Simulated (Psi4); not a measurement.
# HF/def2-QZVPP (density fitting, core potential, sweep point 6) run of InSiNH6 (SMILES N[SiH2][InH2])

Aim: the vertical ionisation energy of InSiNH6 at HF/def2-QZVPP (density fitting, core potential, sweep point 6), from 2 runs. 

The results are computed with Psi4 1.11.

### Step 1. Starting point

The species is InSiNH6 (9 atoms), meant as a singlet with charge 0. As SMILES, `N[SiH2][InH2]`. The coordinates come from a PBE0-D4/def2-TZVP relaxation. This is one conformer, not always the lowest.

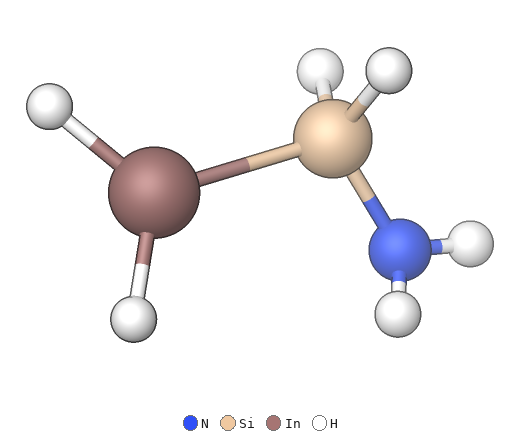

The structure, seen from a chosen angle (nitrogen blue, silicon light orange, indium brown, hydrogen white).

### Step 2. The energy at HF/def2-QZVPP (density fitting, core potential, sweep point 6)

Contents of input.dat:

```
memory 1.6 GB

molecule molecule1 {
  N     -0.891500     0.591400    -1.336400
  Si     0.373800     0.744000    -0.168700
  In     0.267200    -1.255400     1.446100
  H     -1.095600    -0.314200    -1.726600
  H     -1.035700     1.316000    -2.022500
  H      0.170000     2.036500     0.545200
  H      1.758900     0.832100    -0.740700
  H     -0.551200    -2.716800     0.991900
  H      1.004100    -1.233700     3.011600
  symmetry c1
}

set basis def2-QZVPP
set puream true
set scf_type df

e_tot, wfn = energy("hf", return_wfn=True)
```

The run is started by

```bash
psi4 -n 1 input.dat output.dat
```

output.dat:

```text
[...]
    !!!  WARNING: ECP capability is in beta. Please check occupations closely.  !!!
[...]
  Running in c1 symmetry.
[...]
  Nuclear repulsion =  171.526686821222199
[...]
  Multiplicity = 1
[...]
  Nalpha       = 24
  Nbeta        = 24
[...]
    Number of basis functions: 389
[...]
   @DF-RHF iter   1:  -535.96297657718674   -1.29788e+00   1.58299e-03 ADIIS/DIIS
[...]
   @DF-RHF iter   8:  -536.13395873753552   -1.69426e-07   2.00738e-07 DIIS
[...]
    Orbital Energies [Eh]
    ---------------------
    Doubly Occupied:
       1A    -68.774152     2A    -15.536143     3A     -6.119094
       4A     -5.376352     5A     -4.226143     6A     -4.225528
       7A     -4.225320     8A     -3.637089     9A     -3.627986
      10A     -3.627838    11A     -1.135305    12A     -1.024851
      13A     -1.017867    14A     -1.017579    15A     -1.014383
      16A     -1.011283    17A     -0.706997    18A     -0.658500
      19A     -0.554563    20A     -0.531834    21A     -0.486645
      22A     -0.405181    23A     -0.397861    24A     -0.345531
[...]
  @DF-RHF Final Energy:  -536.13395873753552
   => Energetics <=
    Nuclear Repulsion Energy =            171.5266868212221993
    One-Electron Energy =               -1155.9533846702247502
    Two-Electron Energy =                 448.2927391114669717
    Total Energy =                       -536.1339587375355222
[...]
 Multipole Moments:
 ------------------------------------------------------------------------------------
     Multipole            Electronic (a.u.)      Nuclear  (a.u.)        Total (a.u.)
 ------------------------------------------------------------------------------------
 L = 1.  Multiply by 2.5417464519 to convert [e a0] to [Debye]
 Dipole X            :          6.8604221           -6.9317618           -0.0713397
 Dipole Y            :        -41.6279618           41.6890252            0.0610634
 Dipole Z            :         43.5826374          -44.1356534           -0.5530159
 Magnitude           :                                                    0.5609320
[...]
```

Wall time 13 s (1 thread of Intel Xeon Platinum 8259CL at 2.50GHz (Skylake/Cascade Lake), shared host); peak memory 1 GiB.

### Step 3. The doublet cation at the same level

Contents of job.dat:

```
memory 1600 MB

molecule m {
  1 2
  N     -0.891500     0.591400    -1.336400
  Si     0.373800     0.744000    -0.168700
  In     0.267200    -1.255400     1.446100
  H     -1.095600    -0.314200    -1.726600
  H     -1.035700     1.316000    -2.022500
  H      0.170000     2.036500     0.545200
  H      1.758900     0.832100    -0.740700
  H     -0.551200    -2.716800     0.991900
  H      1.004100    -1.233700     3.011600
  symmetry c1
}

set {
  basis def2-QZVPP
  reference uhf
  puream true
  scf_type df
  maxiter 100
}

energy('scf')
print_variables()
```

The run is started by

```bash
psi4 job.dat job.out -n 1
```

job.out:

```text
[...]
    !!!  WARNING: ECP capability is in beta. Please check occupations closely.  !!!
[...]
  Running in c1 symmetry.
[...]
  Nuclear repulsion =  171.526686821222199
[...]
  Multiplicity = 2
[...]
  Nalpha       = 24
  Nbeta        = 23
[...]
    Number of basis functions: 389
[...]
   @DF-UHF iter   1:  -535.68752260332258   -1.02242e+00   1.40497e-03 ADIIS/DIIS
[...]
   @DF-UHF iter  11:  -535.82633361932653   -8.29123e-07   6.53556e-07 DIIS
[...]
   @S^2 Observed:                7.684755895E-01
[...]
    Orbital Energies [Eh]
    ---------------------
    Alpha Occupied:
       1A    -69.017383     2A    -15.725900     3A     -6.362382
       4A     -5.615347     5A     -4.475443     6A     -4.466382
       7A     -4.465817     8A     -3.873478     9A     -3.872908
      10A     -3.863359    11A     -1.324755    12A     -1.265899
      13A     -1.259568    14A     -1.255230    15A     -1.252276
      16A     -1.250267    17A     -0.939717    18A     -0.845699
      19A     -0.772661    20A     -0.749905    21A     -0.696309
      22A     -0.623521    23A     -0.614018    24A     -0.592831
    Alpha Virtual:
      25A     -0.167940    26A     -0.096582    27A     -0.081818
[...]
  @DF-UHF Final Energy:  -535.82633361932653
   => Energetics <=
    Nuclear Repulsion Energy =            171.5266868212221993
    One-Electron Energy =               -1145.2048461342233168
    Two-Electron Energy =                 437.8518256936745274
    Total Energy =                       -535.8263336193265332
  UHF NO Occupations:
  HONO-2 :   22  A 1.9978154
  HONO-1 :   23  A 1.9955796
[...]
 Multipole Moments:
 ------------------------------------------------------------------------------------
     Multipole            Electronic (a.u.)      Nuclear  (a.u.)        Total (a.u.)
 ------------------------------------------------------------------------------------
 L = 1.  Multiply by 2.5417464519 to convert [e a0] to [Debye]
 Dipole X            :          7.0550328           -6.9317618            0.1232710
 Dipole Y            :        -40.9560993           41.6890252            0.7329258
 Dipole Z            :         43.0988438          -44.1356534           -1.0368096
 Magnitude           :                                                    1.2756764
[...]
```

Wall time 19 s (1 thread of Intel Xeon Platinum 8259CL at 2.50GHz (Skylake/Cascade Lake), shared host); peak memory 1 GiB.

### Step 4. Outcome

Level: HF/def2-QZVPP (density fitting, core potential, sweep point 6).

```
                                          quantity          value
                     singlet InSiNH6: total energy  -536.13396 Eh
                    singlet InSiNH6: dipole moment         1.43 D
                      singlet InSiNH6: HOMO energy       -9.40 eV
                      singlet InSiNH6: LUMO energy        0.44 eV
                    singlet InSiNH6: HOMO–LUMO gap        9.84 eV
                      doublet cation: total energy  -535.82633 Eh
doublet cation: HOMO energy (highest over α and β)      -15.74 eV
 doublet cation: LUMO energy (lowest over α and β)       -7.39 eV
                              doublet cation: ⟨S²⟩          0.768
vertical ionisation energy (to the doublet cation)       8.371 eV
```

In words: The vertical ionisation energy comes to 8.37 eV (193 kcal/mol). The negative HOMO energy of the first species, 9.40 eV, lies 1.03 eV above that difference.
